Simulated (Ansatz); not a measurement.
**F5HOW···H2O: density, localisation and related maps**

Input

```
crystal:
  periodic: [false, false, false]
  atoms:
    - { symbol: W, position_ang: [0.0, 0.0, 0.0] }
    - { symbol: O, position_ang: [0.0, 0.0, 2.29] }
    - { symbol: H, position_ang: [-0.9095, -0.2814, 2.6271] }
    - { symbol: F, position_ang: [1.85, 0.0, 0.0] }
    - { symbol: F, position_ang: [0.0, 1.85, 0.0] }
    - { symbol: O, position_ang: [-1.94, 0.0, 0.0] }
    - { symbol: H, position_ang: [-2.2771, -0.1263, 0.9437] }
    - { symbol: F, position_ang: [0.0, -1.85, 0.0] }
    - { symbol: F, position_ang: [0.0, 0.0, -1.85] }
    - { symbol: F, position_ang: [1.4129, 1.4719, 0.6779] }
    - { symbol: H, position_ang: [0.9245, 0.9631, 1.8084] }
basis:
  gaussian: { orbitals: def2-SVP }
hamiltonian:
  xc: pbe
relax:
  f_tol: 0.15
  max_steps: 25
  restrain:
    - { distance: [0, 9], at: 1.85, k: 30.0 }
    - { distance: [10, 1], at: 1.01, k: 30.0 }
    - { distance: [0, 1], at: 3.14, k: 30.0 }
    - { distance: [10, 9], at: 2.12, k: 30.0 }
output:
  orbitals: {}
```

Command:

```sh
ansatz run input.yaml --threads 4 --pin off --max-ram 5120MiB --backend cpu --events-out ev --progress --plain --runs-dir out
```

The fields are those of the run's last geometry, not of the input's.

Core potentials replace the inner electrons of W; not at a stationary point (largest force 1.5 eV/Å).

Theory: RKS PBE/def2-SVP (Ansatz 0.2.0).

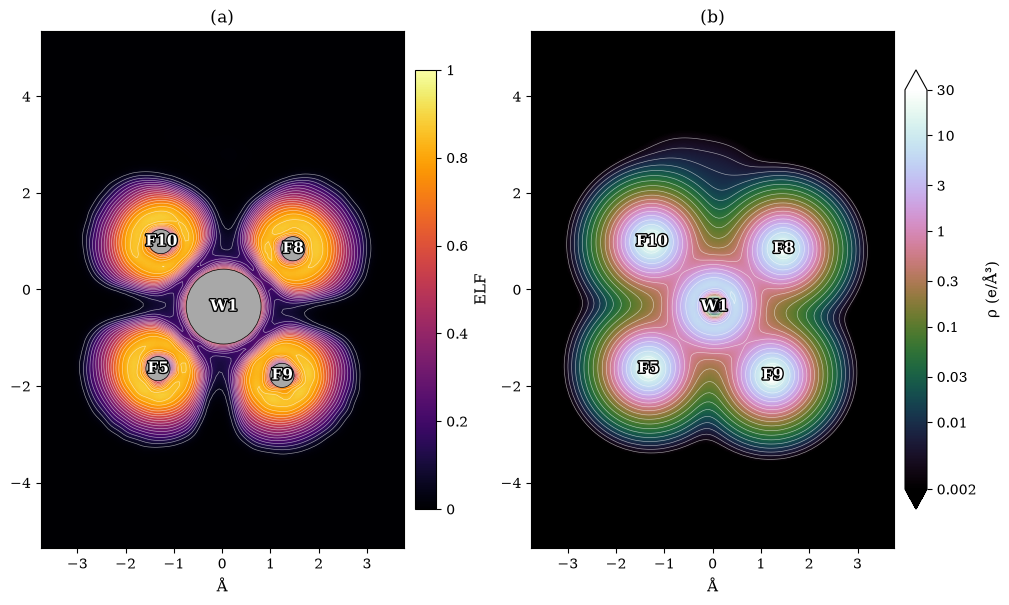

Figure 1. (a) electron localisation function; (b) electron density on the plane of atoms F5, W1 and F9. Grey discs cover the atomic cores in the ELF map.

### Interpret the plot.

The section cuts through W and F sites. W–F (1.87 Å): the density is about 1.1 e/Å³ at the midpoint; the ELF peaks at about 0.85 in the valence shell of F, 0.5 Å from its nucleus, and drops to about 0.25 between the two atoms.

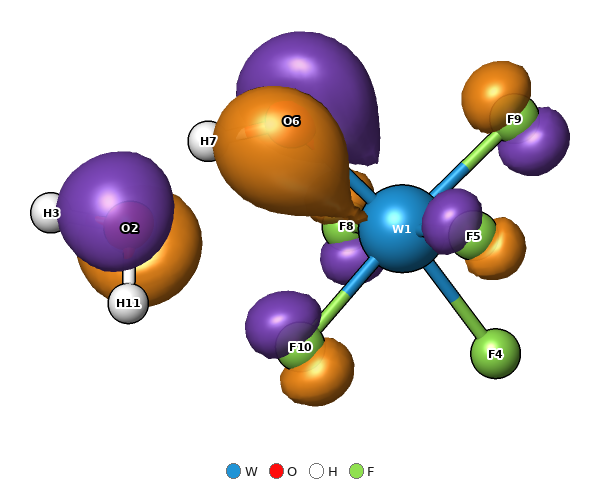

Figure 2. One frontier orbital at ±0.15 Å⁻³ᐟ² (orange and purple are the two phases), seen across its widest extent.

### Which orbital is it: HOMO or LUMO?

The HOMO, at −8.67 eV. It lies mainly on O6 (about 40 %), O2 (about 25 %) and F10 (about 5 %); largely a combination of lone pairs on O6, O2 and F10.

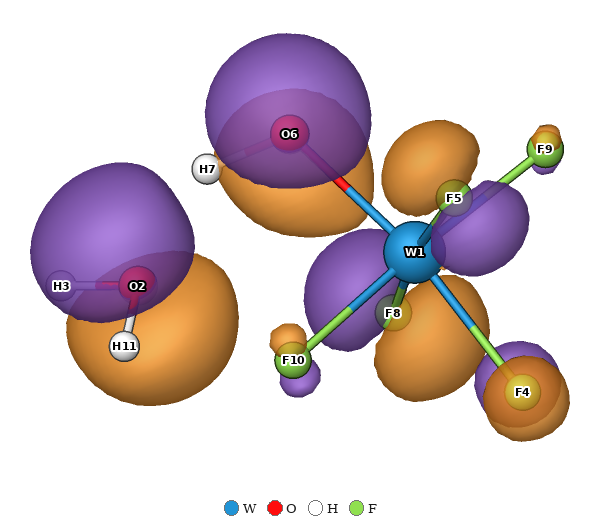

Figure 3. The HOMO−1 at ±0.1 Å⁻³ᐟ² (orange and purple are the two phases), seen at a tilt.

### What is the character of this orbital?

Its weight (Hirshfeld) is mainly on O2 (about 40 %), O6 (about 25 %), F8 (about 15 %) and F5 (about 5 %); largely a combination of lone pairs on O2, O6, F8 and F5. Its energy is −8.74 eV.
